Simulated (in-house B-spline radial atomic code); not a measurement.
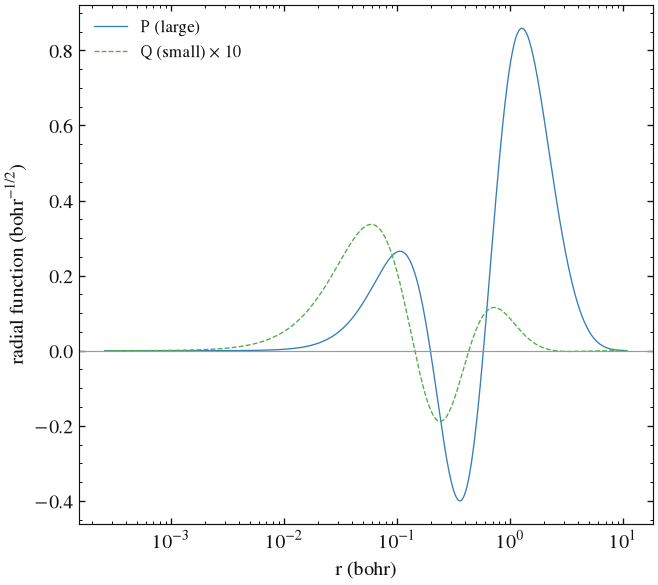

A free Ir atom in the configuration [Xe] 4f14 5d7 6s2 (open shells shared over both j by 2j + 1). Level of theory: Dirac-Hartree-Fock, average of configuration, Fermi nucleus, basis-set limit. Computed with an in-house B-spline radial code.

The plot shows the large and small radial components of one occupied spinor.

> Which spinor (n, l, j) is it?

It is 5d3/2. The spinor has κ = 2: the large component has l = 2 and 2 radial nodes (r = 0.197 and 0.581 bohr), the small one has l = 1. The small component carries 0.019 % of the norm; ⟨r⟩ = 1.64 bohr and the eigenvalue is −13.5 eV. The nodes of P give n − l − 1 and its extent picks the shell; Q has as many nodes as P for κ < 0 and one more for κ > 0.
